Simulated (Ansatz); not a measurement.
# VN under a change: V on a N site (antisite), symmetric start

Base system: an 8-atom supercell of VN in the rock salt structure (space group Fm-3m, No. 225; a = 4.073 Å) at its relaxed geometry.

Modification: a neutral V on a N site (antisite), symmetric start, atoms relaxed at fixed cell.

Level of theory: PBEsol in Ansatz (plane waves to 420 eV, PAW, no SOC). k-mesh 8×8×8 (Γ-centred); smearing 0.05 eV (Fermi–Dirac).

| quantity | base | changed | shift |
|---|---|---|---|
| pressure | 0.1 GPa | 49.6 GPa | +49.5 GPa |
| mean distance from the defect site to its nearest host atoms | 2.04 Å | 2.04 Å | 0.00 Å |

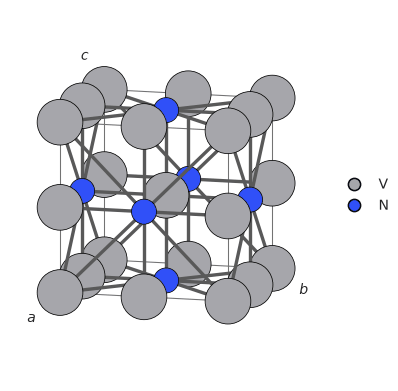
The relaxed cell after the change

The magnetic state is the one reached from the starting moments; the real material's order can differ, and small cells can't hold many antiferromagnetic ones. In so small a cell the defect repeats every few ångströms: this is an ordered compound, not a dilute defect. The defect started on the symmetric site and kept its symmetry, so it may sit on a saddle. Seeded moments were not kept for V on a N site (antisite) and the base. Spin-polarised in the final run: V on a N site (antisite); the other runs are not. The defect cell is spin-polarised and ends with 0.0 μB.

Ansatz is an electronic-structure program.
